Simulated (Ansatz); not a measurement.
A series of calculations on SiPH6Cl

**1. Relaxation**

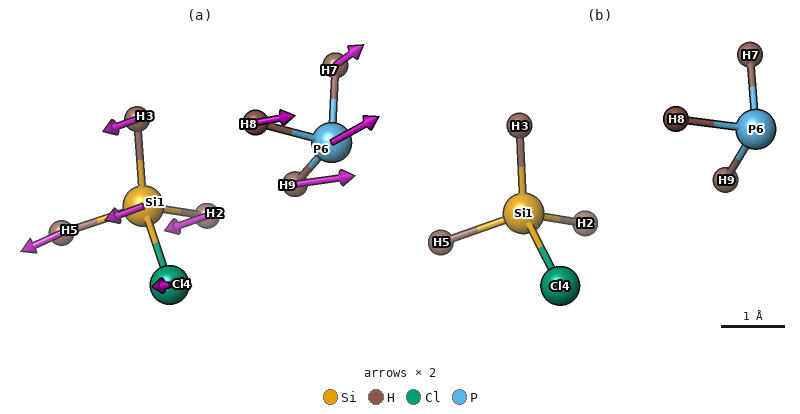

The structure of SiPH6Cl before (left) and after (right) a relaxation, at one scale. The purple arrows give the displacements, magnified 2 times.

The picture is a ball-and-stick view, seen from a free direction.

The run prepares an end point of a later path (reaction) calculation, from a guessed geometry.

Computed with RKS B3LYP-D4/6-31G* in Ansatz.

The input:
```yaml
crystal:
  periodic: [false, false, false]
  atoms:
    - { symbol: Si, position_ang: [-0.128053, -0.135165, -0.051876] }
    - { symbol: H, position_ang: [-0.180335, -0.197148, 1.411429] }
    - { symbol: H, position_ang: [1.254282, 0.036906, -0.536488] }
    - { symbol: Cl, position_ang: [-1.350423, 1.400139, -0.724759] }
    - { symbol: H, position_ang: [-0.6889, -1.383728, -0.624153] }
    - { symbol: P, position_ang: [1.189026, 2.702397, 1.294025] }
    - { symbol: H, position_ang: [2.432251, 2.147354, 1.719734] }
    - { symbol: H, position_ang: [1.386905, 2.322799, -0.055754] }
    - { symbol: H, position_ang: [0.464847, 1.538345, 1.658643] }
basis:
  gaussian: { orbitals: "6-31G*" }
hamiltonian:
  xc: b3lyp
  dispersion: d4
relax:
  f_tol: 0.03
  max_steps: 50
```

Command:
```bash
ansatz run input.yaml --threads 1 --pin off --max-ram 2048MiB --backend cpu --events-out ev --progress --plain --runs-dir out
```

Q: What changed between the two?

A: The atom that moves furthest after the best rigid fit is H9 (0.54 Å). By element the largest moves are H 0.54 Å, P 0.47 Å, Si 0.36 Å, Cl 0.18 Å. Among the contacts that change: Si1–H2 1.466 → 1.480 Å, P6–H8 1.416 → 1.422 Å, Si1–Cl4 2.075 → 2.080 Å. Among the angles between lasting bonds that change: H3–Si1–Cl4 111.1° → 108.6°, Cl4–Si1–H5 106.0° → 108.2°. The energy falls by 28.5 kJ/mol in 5 geometry steps. Largest force component: 0.73 eV/Å at the start, 0.023 eV/Å at the end.

**2. Relaxation**

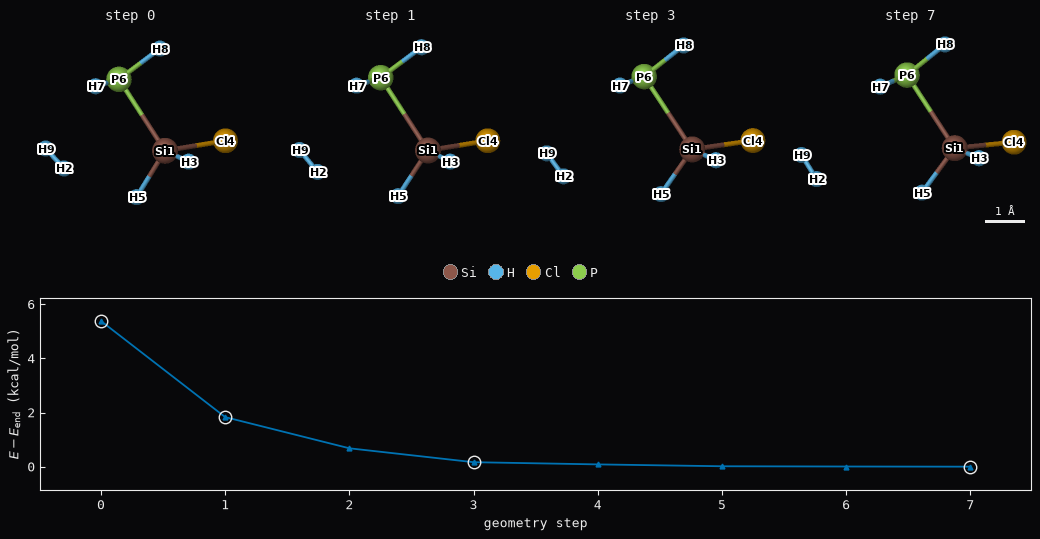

Frames of a relaxation of SiPH6Cl, marked on the history of the run. A ball-and-stick model, seen at a tilt.

The run prepares an end point of a later path (reaction) calculation, from a guessed geometry.

Theory: RKS B3LYP-D4/6-31G* in Ansatz 0.2.0. Settings: no spin polarisation; force threshold 0.03 eV/Å; at most 50 steps.

Q: Describe the path.

A: H2 moves most after the best rigid fit: 0.77 Å. By element the largest moves are H 0.77 Å, Si 0.26 Å, P 0.24 Å, Cl 0.23 Å. Near-neighbour distances that change, for instance: Si1–P6 2.208 → 2.267 Å, H2–H9 0.708 → 0.742 Å, Si1–Cl4 2.091 → 2.084 Å. Bond angles that change, for instance: H5–Si1–P6 113.6° → 109.2°, Cl4–Si1–P6 106.1° → 108.4°. After 7 geometry steps the energy has fallen by 5.38 kcal/mol. The largest force component goes from 1.2 to 0.018 eV/Å. The run took 24 s on 1 thread of Arm Neoverse V2, on a shared host, peak memory 0.14 GiB. From step 0 to 1: H2 moves most (0.19 Å), energy −3.55 kcal/mol. From step 1 to 3: H2 moves most (0.38 Å), energy −1.67 kcal/mol. From step 3 to 7: H2 moves most (0.20 Å), energy −0.17 kcal/mol.

**3. Path**

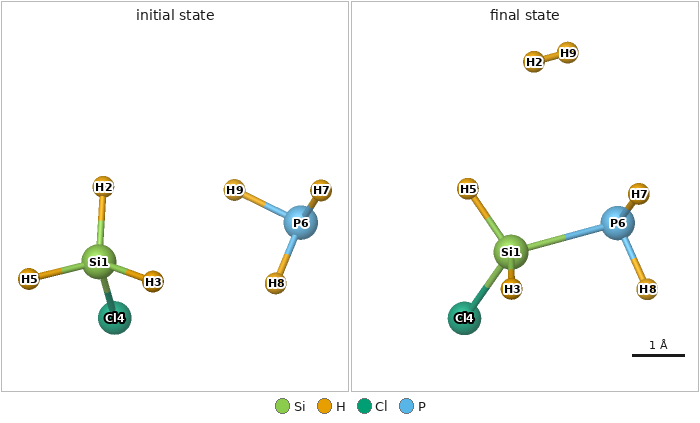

The two relaxed end points of a path for SiPH6Cl, made up at the start of SiH3Cl and PH₃. Style: ball-and-stick. Shown from a free direction.

Computed with RKS B3LYP-D4/6-31G* in Ansatz.

Set-up: 7 movable images; climbing image; force threshold 0.05 eV/Å; iteration limit 60.

Start:
```xyz
9

Si   -0.2793   -0.4332   -0.1910
H    -0.3392   -0.5529    1.2833
H     1.1203   -0.2550   -0.6400
Cl   -1.3801    1.2342   -0.7699
H    -0.8795   -1.6289   -0.8272
P     1.4443    3.0693    1.4508
H     2.6288    2.3624    1.8102
H     1.4795    2.6197    0.1019
H     0.5848    2.0163    1.8728
```

End:
```xyz
9

Si    0.2054    0.5719   -0.6105
H    -0.0656   -0.1870    2.9953
H     1.2938   -0.0853   -1.3764
Cl   -1.2060    1.2322   -1.9936
H    -0.4490   -0.4224    0.2740
P     0.8731    2.3469    0.6309
H     1.9781    1.6400    1.1948
H     1.6545    2.9164   -0.4162
H     0.0954    0.4191    3.3924
```

Q: What barrier does the band find between them, and by what path?

A: Forward barrier 67.4 kcal/mol, backward barrier 66.6 kcal/mol, with image 4 at the top; the reaction energy is +0.8 kcal/mol. Breaking: P6–H9 (1.42 → 1.74 at the top → 3.46 Å), Si1–H2 (1.48 → 1.65 at the top → 3.69 Å). Forming: H2–H9 (2.79 → 1.18 at the top → 0.74 Å), Si1–P6 (4.23 → 2.66 at the top → 2.27 Å). The band converged in 36 iterations. The largest component of the band force went from 7.1 to 0.035 eV/Å. The climbing image converged on the top of the path. Its vibrational analysis gives one imaginary mode (1325i cm⁻¹), as a transition state must have.

Energies of the converged images:

| image | path (Å) | E (kcal/mol) |
| --- | --- | --- |
| 0 | 0.00 | 0.0 |
| 1 | 1.40 | 0.2 |
| 2 | 2.80 | 0.4 |
| 3 | 4.20 | 14.5 |
| 4 | 5.60 | 67.4 |
| 5 | 6.96 | 7.9 |
| 6 | 8.31 | 0.8 |
| 7 | 9.67 | 0.8 |
| 8 | 11.03 | 0.8 |

The geometry at the top of the path:

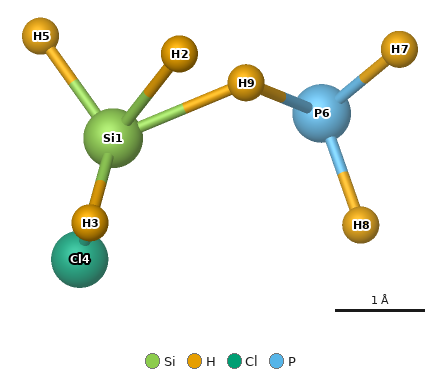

Limits of the set-up: the start holds two separate molecules, 2.8 Å apart at their closest, whose relative position is a soft coordinate.
